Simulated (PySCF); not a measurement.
H6OSSi2, SMILES [SiH3]O[SiH2]S, singlet at its PBE0/def2-SVP optimised geometry (Å):

```
10

Si     1.2949     0.0537     0.6001
O     -0.0289    -0.7578     0.0000
Si    -1.6826    -0.7578     0.0000
S     -2.5004     1.2242     0.0000
H      1.1666     0.2510     2.0752
H      1.4315     1.3839    -0.0634
H      2.5004    -0.7716     0.3106
H     -2.2130    -1.3665     1.2511
H     -2.1186    -1.5111    -1.2051
H     -2.1100     1.5111    -1.2620
```

Computed with PBE0/def2-TZVP in PySCF. Cells within 0.4 Å of a nucleus heavier than hydrogen are left out (blank, or x).

Map of the HOMO amplitude (bohr^(-3/2)) on the plane z = 0.6 Å; orbital energy -7.74 eV, overall sign arbitrary:

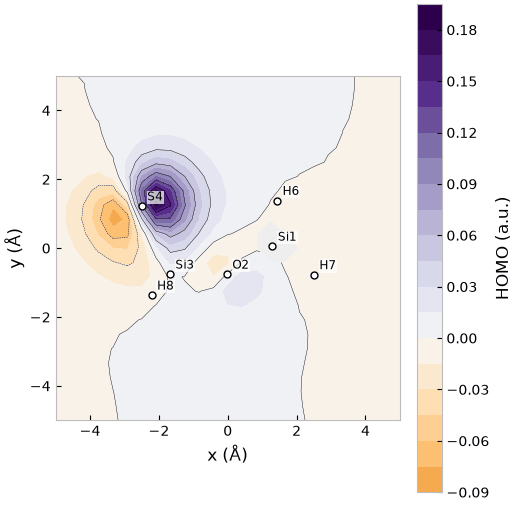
Fig. 1. HOMO amplitude (bohr^(-3/2)) on the plane z = 0.6 Å.
